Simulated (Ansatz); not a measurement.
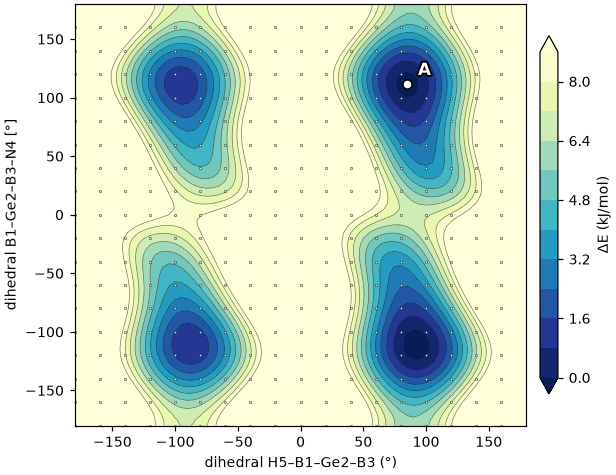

B2GeH7N, SMILES [BH2][GeH2][BH]N. The first coordinate is: dihedral H5–B1–Ge2–B3; the second: dihedral B1–Ge2–B3–N4. Nothing is relaxed (all other coordinates rigid). The scan uses an 18 × 18 grid. Energies are in kJ/mol, from the lowest grid point. Level of theory: RKS PBE0-D4/def2-SVP (Ansatz).

Drawn: filled contours, dots at the grid points, one colour for all values above the top of the scale, the well A. Between grid points the surface is interpolated.

> Where is the minimum, and how stiff is the well along each coordinate? Take the well at A.

The interpolated minimum is at dihedral H5–B1–Ge2–B3 ≈ 85°, dihedral B1–Ge2–B3–N4 ≈ 112°. The curvatures there are about 0.25 eV/rad² and 0.17 eV/rad², with a cross term of about 0.01 eV/rad². Round the minimum the two coordinates are weakly coupled (coupling 0.06 in units of the two stiffnesses). (1 eV is 96.5 kJ/mol.)
